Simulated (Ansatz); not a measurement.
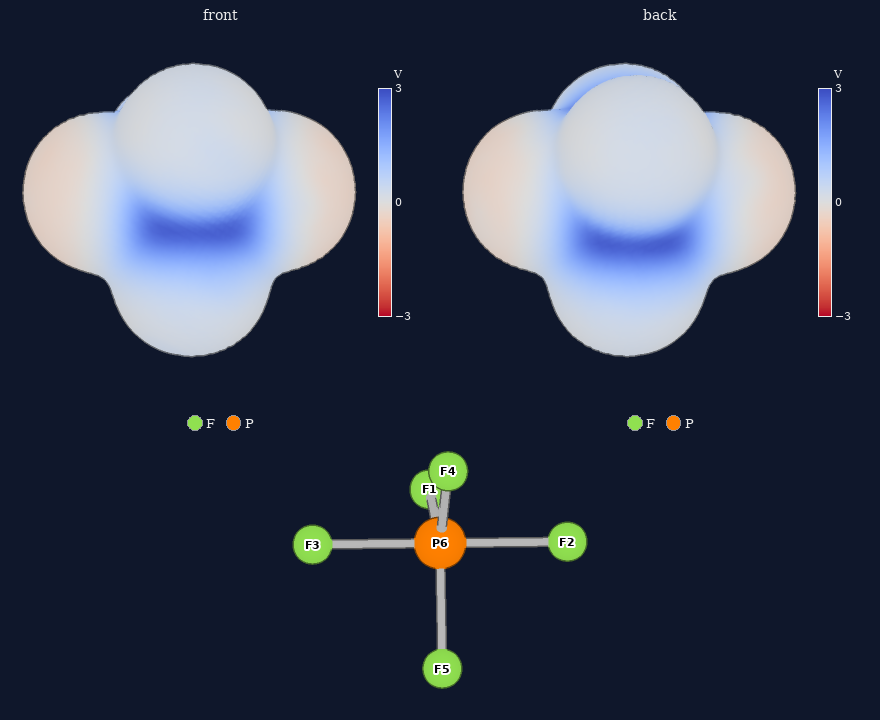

F5P. The molecular electrostatic potential painted on the density surface at 0.004 e/bohr³, seen from the front and from behind; the colour scale runs from red (negative) to blue (positive). The bare structure is drawn below in the same view.

Geometry: PBE0-D3(BJ)/def2-SVP.

All numbers below come from isolated molecule in a Gaussian basis; Kohn-Sham density functional theory, functional PBE0 in Ansatz 0.2.0.

```xyz
6

F    -0.0329    0.2750    0.8019
F    -1.9058   -0.9423    0.7052
F    -0.8736    1.7488   -0.6543
F    -2.5878    1.1866    0.6664
F    -1.5478   -0.2516   -1.3907
P    -1.3896    0.4033    0.0256
```

### Where is the surface potential most negative and most positive?

The most negative region (about −0.3 V, or −7 kcal/mol for a unit charge) lies over F2 and F3, the most positive (about +2.7 V, or +62 kcal/mol for a unit charge) over P6.
